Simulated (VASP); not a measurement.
Band structure of AlPd$_{3}$ (space group Pm-3m). Computed with LDA (Ceperley-Alder, Perdew-Zunger) with spin-orbit coupling, VASP's LDA PAW potentials (set 64) (plane waves; VASP).

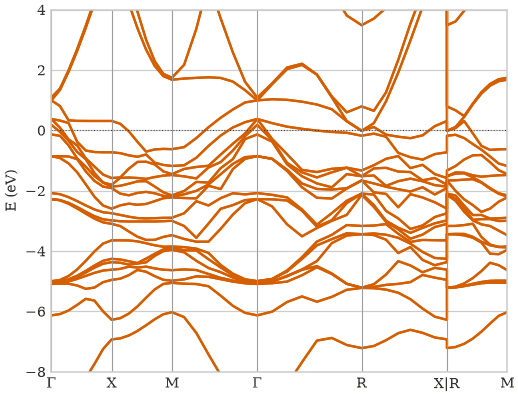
Fig. 1. Bands along high-symmetry lines, zero at the valence-band maximum or, without a gap, the Fermi level

Read the plot: is there a gap, and where are the band edges?

It has no gap at this level: it comes out as a metal or semimetal.

The structure comes from a computed database's AlPd3 entry (Pm-3m); how it stands against other phases isn't given here. It was relaxed first.
